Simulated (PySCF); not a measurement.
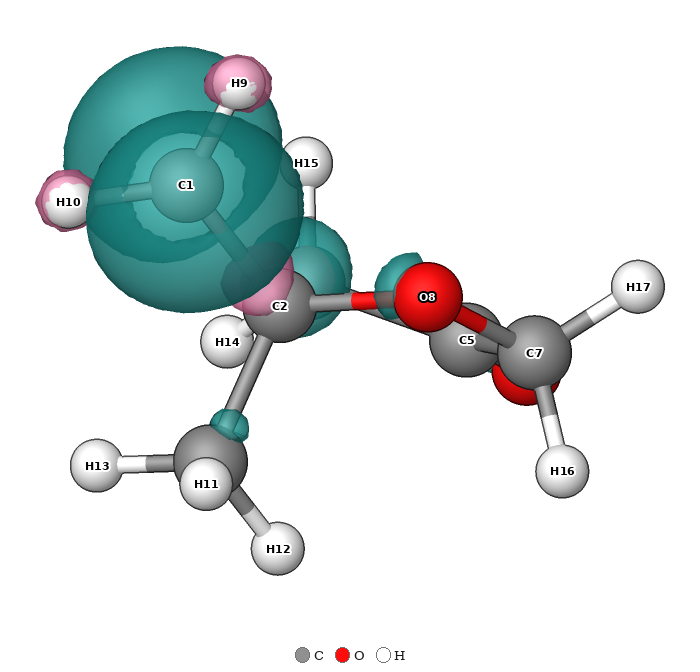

The picture shows: C6H9O2 (doublet). Isosurfaces of the spin density (α minus β) at +0.03 (teal) and −0.03 e/Å³ (pink), seen at a tilt.

Geometry: GFN2-xTB.

Level of theory: UKS B3LYP, pcH-1 on C H O, non-relativistic, mean-field spin-orbit, GIAO (PySCF 2.14.0, density-fitted response routines).

```yaml
atoms:
  - { symbol: C, position_ang: [-1.2153, 1.1431, -1.1921] }
  - { symbol: C, position_ang: [-0.5020, 0.2841, -0.2364] }
  - { symbol: C, position_ang: [-1.4444, -0.7383, 0.4180] }
  - { symbol: C, position_ang: [0.6990, -0.4600, -0.8890] }
  - { symbol: C, position_ang: [1.7303, -0.4998, 0.2124] }
  - { symbol: O, position_ang: [2.7152, -1.1815, 0.2578] }
  - { symbol: C, position_ang: [1.2625, 0.4888, 1.2624] }
  - { symbol: O, position_ang: [0.1116, 1.1146, 0.7618] }
  - { symbol: H, position_ang: [-0.8648, 2.1401, -1.3658] }
  - { symbol: H, position_ang: [-2.1124, 0.8016, -1.6662] }
  - { symbol: H, position_ang: [-2.1986, -0.2119, 0.9971] }
  - { symbol: H, position_ang: [-0.8900, -1.3989, 1.0807] }
  - { symbol: H, position_ang: [-1.9351, -1.3345, -0.3458] }
  - { symbol: H, position_ang: [0.4454, -1.4528, -1.2532] }
  - { symbol: H, position_ang: [1.1097, 0.1209, -1.7179] }
  - { symbol: H, position_ang: [1.0583, -0.0508, 2.2000] }
  - { symbol: H, position_ang: [2.0235, 1.2474, 1.4661] }
```

Which atoms carry the spin?

Answer. The unpaired spin (1 electron) lies mostly on C1 (about 0.7), in electrons by Hirshfeld's partition.
